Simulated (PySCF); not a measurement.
AlBr3, SMILES `Br[Al](Br)Br`.

Method: ωB97X/def2-TZVP; geometry: GFN2-xTB; program: PySCF. No frequency check shows the geometry to be a minimum. GFN2-xTB bond lengths at metals and heavier atoms can be off by up to 0.1 Å and shapes distorted, which carries into these values.

The calculation's input:

```python
import numpy as np
from pyscf import gto, scf, dft
from pyscf.scf import atom_ks, atom_hf
from scipy.linalg import block_diag

def solve(mol, dm0=None, hcore=None):
    mf = (dft.UKS if mol.spin else dft.RKS)(mol, xc='wb97x')
    mf.grids.level = 3
    mf = mf.density_fit(auxbasis='def2-universal-jkfit')
    mf.conv_tol, mf.max_cycle = 1e-8, 80
    if hcore is not None:
        mf.get_hcore = lambda *args: hcore
    mf.kernel(dm0)
    if not mf.converged:
        mf = mf.newton().run(mf.mo_coeff, mf.mo_occ, max_cycle=30)
    assert mf.converged, 'SCF not converged'
    return mf

mol = gto.M(atom='''
Br     1.48391    -1.68481     0.00000
Al    -0.00079     0.00000     0.00000
Br     0.71728     2.12743     0.00000
Br    -2.20090    -0.44262     0.00000
''', basis='def2-tzvp', charge=0, spin=0, verbose=4)
mf = solve(mol)
mf.analyze()
# spherically averaged free atoms, for the promolecule
atm = atom_ks.get_atm_nrks(mol, xc='wb97x')
pro = block_diag(*[(atm[a[0]][2] * atm[a[0]][3]) @ atm[a[0]][2].T for a in mol._atom])
np.savez('result.npz', e=mf.e_tot, c=mf.mo_coeff, occ=mf.mo_occ, eps=mf.mo_energy, pro=pro, dip=mf.dip_moment(verbose=0), s2=mf.spin_square()[0])
```

Command:

```sh
OMP_NUM_THREADS=1 python input.py
```

The run took 49 s on 1 thread of Arm Neoverse N1, with other jobs on the host, peak memory 0.74 GiB.

Partitions, critical points and surface values were worked out afterwards from this run's density.

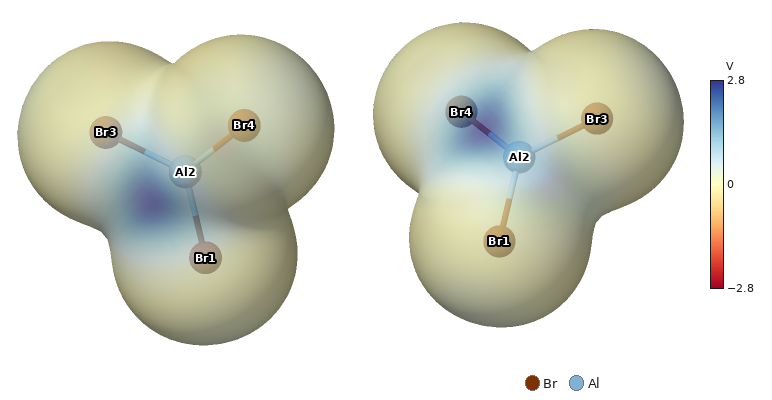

Electrostatic potential on the surface of electron density 0.001 a.u. (back view left, front view right).

Where are the extremes of the potential on the surface?

Highest: 2.79 V, off the molecular plane, over Al2 (1.9 Å), and at like points elsewhere. Further maxima include 0.30 V, 2.1 Å from Br1, and at like points elsewhere. Lowest: −0.20 V, 2.2 Å from Br1, and at like points elsewhere. The surface is sampled at points, so like sites can differ by a few per cent and only the strongest of them is named.

Does Br1 carry a σ-hole?

Yes: a local maximum of +0.30 V lies on the extension of the Al2–Br1 bond.

What volume does the surface enclose, and what is the dipole moment?

About 143 Å³; the dipole moment is 0.0 D.
